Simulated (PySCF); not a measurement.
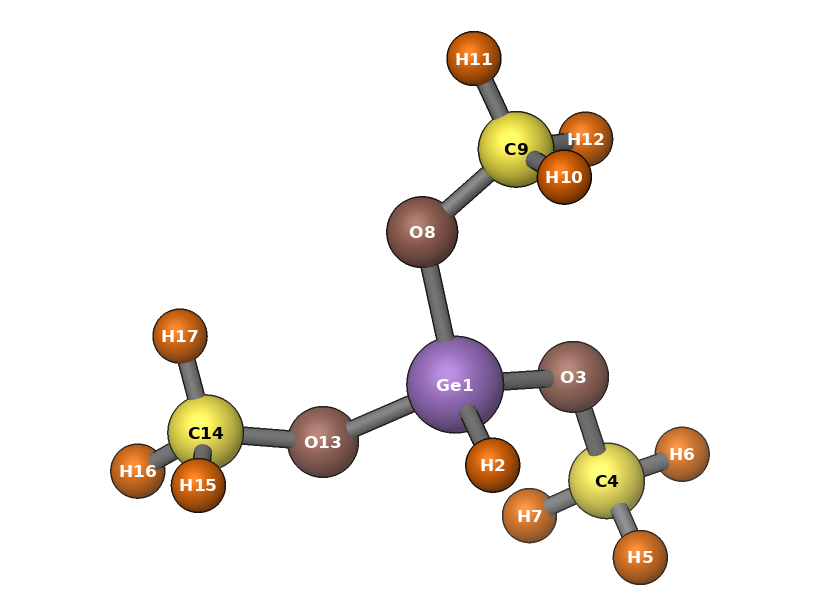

The geometry was computed by an optimisation with PBE0-D3(BJ)/def2-SVP. No frequency run is at hand to confirm it as a minimum. Properties computed with delta-SCF UKS SCAN, pcX-2 on the ionised atom (unc-x2c-TZVPall on a metal), pcseg-1 elsewhere, spin-free X2C (PySCF 2.14.0).

Give the core-electron binding energies (to vacuum) of O3 1s, C4 1s.

```json
{"atom": "O3", "level": "1s", "binding energy (eV)": "537.7"}
{"atom": "C4", "level": "1s", "binding energy (eV)": "292.2"}
```
